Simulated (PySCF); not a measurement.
**C₃H₁₀N₂Si: density, localisation and related maps**

Input file:

```
{"job": {"kind": "uv", "xc": "B3LYP", "basis": "def2-SVPD", "nstates": 8, "ntriplets": 3}, "charge": 0, "multiplicity": 1}
Si     2.071114    -0.261800     0.585619
N      0.772334     0.174081    -0.465809
C     -0.195328     1.217411    -0.178012
C     -1.474528     0.468967     0.246398
C     -1.178973    -0.981731    -0.202517
N      0.038559    -0.915565    -1.006399
H      2.774831     1.002756     0.808660
H      2.820707    -1.243940    -0.185143
H      1.703005    -0.821894     1.897450
H      0.181042     1.892188     0.586940
H     -0.378600     1.793261    -1.095770
H     -2.355125     0.874561    -0.249735
H     -1.627178     0.521350     1.322656
H     -1.992023    -1.431482    -0.771156
H     -0.963447    -1.612374     0.664104
H     -0.203990    -0.666845    -1.968697
```

Launched as:

```sh
OMP_NUM_THREADS=1 python probes_run.py task.json out
```

Geometry: GFN2-xTB.

These are results of B3LYP/def2-SVPD, SCF density, gas phase in PySCF, not measurements.

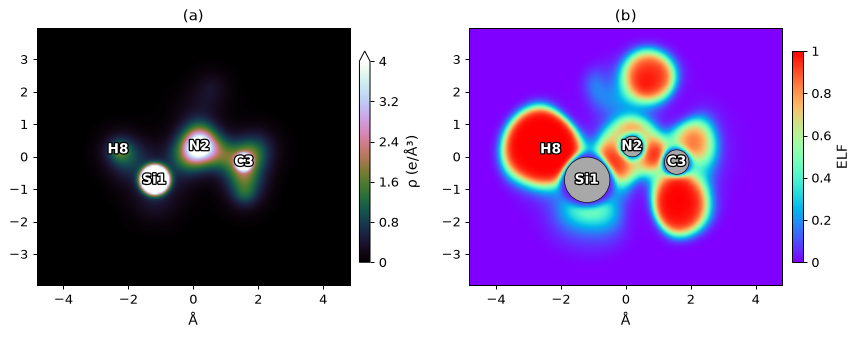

Figure 1. (a) total electron density; (b) ELF on the plane of atoms Si1, N2 and C3. Grey discs cover the atomic cores in the ELF map.

Q: What do the fields say about this system?

A: Atoms in the plane: Si, N, C and H. C–N (1.45 Å): ρ is about 1.9 e/Å³ halfway; the ELF peaks at about 0.95 between the atoms: localised, covalent bonding. Si–N (1.73 Å): the density is about 1.1 e/Å³ at the midpoint; the ELF peaks at about 0.90 between the atoms; a polar covalent bond. Si–H (1.46 Å): ρ is about 0.81 e/Å³ halfway; the ELF climbs to about 1 towards the hydrogen, as it does in any bond to H.

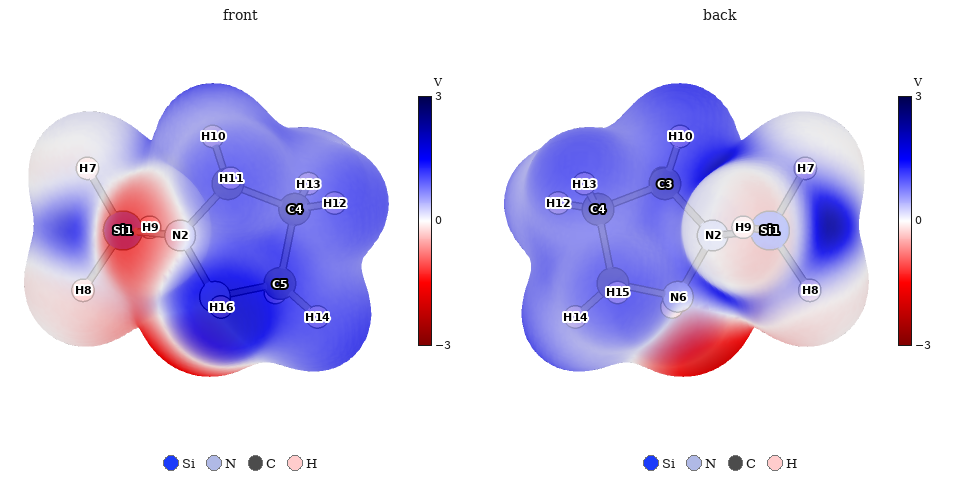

Figure 2. The electrostatic potential painted on the density surface at 0.004 e/bohr³, seen from the front and from behind; the colour scale runs from red (negative) to blue (positive).

Q: Which sites attract a positive test charge, and which a negative one?

A: A positive charge is drawn to the negative regions and a negative charge to the positive ones. The most negative region (about −1.8 V, or −42 kcal/mol for a unit charge) lies over N6, the most positive (about +2.0 V, or +46 kcal/mol for a unit charge) over Si1. N6 is the likeliest acceptor of a hydrogen bond.

Q: What dipole moment does the calculation give?

A: Its dipole moment is 1.98 D.
